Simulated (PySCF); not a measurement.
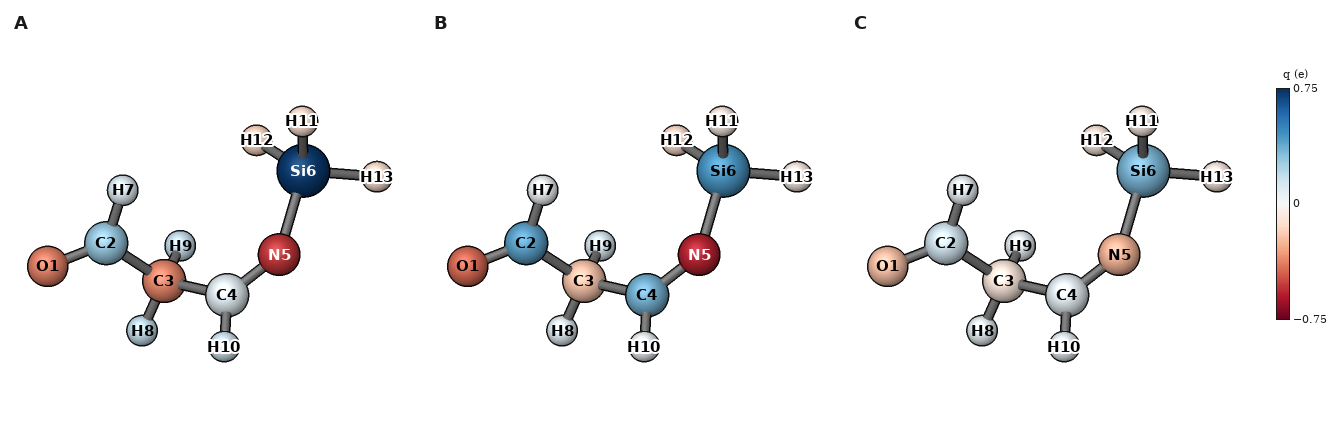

Atomic charges of one calculation by 3 schemes, on one colour scale. The geometry was computed by an optimisation with PBE0-D3(BJ)/def2-SVP. No frequency run is at hand to confirm it as a minimum. Level of theory: PBE0/6-311+G(2d,p) (PySCF 2.14.0).

The schemes are ESP-fitted, Hirshfeld, IAO. Which panel shows which?

A IAO, B ESP-fitted, C Hirshfeld.

List the charges (e), one line for each set of equivalent atoms.

```json
{"atom": "O1", "IAO": "−0.38", "ESP-fitted": "−0.43", "Hirshfeld": "−0.22"}
{"atom": "C2", "IAO": "0.28", "ESP-fitted": "0.40", "Hirshfeld": "0.14"}
{"atom": "C3", "IAO": "−0.36", "ESP-fitted": "−0.21", "Hirshfeld": "−0.08"}
{"atom": "C4", "IAO": "0.08", "ESP-fitted": "0.36", "Hirshfeld": "0.07"}
{"atom": "N5", "IAO": "−0.54", "ESP-fitted": "−0.58", "Hirshfeld": "−0.25"}
{"atom": "Si6", "IAO": "0.72", "ESP-fitted": "0.44", "Hirshfeld": "0.35"}
{"atom": "H7", "IAO": "0.10", "ESP-fitted": "0.03", "Hirshfeld": "0.05"}
{"atom": "H8", "IAO": "0.17", "ESP-fitted": "0.08", "Hirshfeld": "0.06"}
{"atom": "H9", "IAO": "0.17", "ESP-fitted": "0.12", "Hirshfeld": "0.06"}
{"atom": "H10", "IAO": "0.14", "ESP-fitted": "0.04", "Hirshfeld": "0.06"}
{"atom": "H11", "IAO": "−0.12", "ESP-fitted": "−0.06", "Hirshfeld": "−0.07"}
{"atom": "H12", "IAO": "−0.16", "ESP-fitted": "−0.12", "Hirshfeld": "−0.09"}
{"atom": "H13", "IAO": "−0.12", "ESP-fitted": "−0.06", "Hirshfeld": "−0.07"}
```
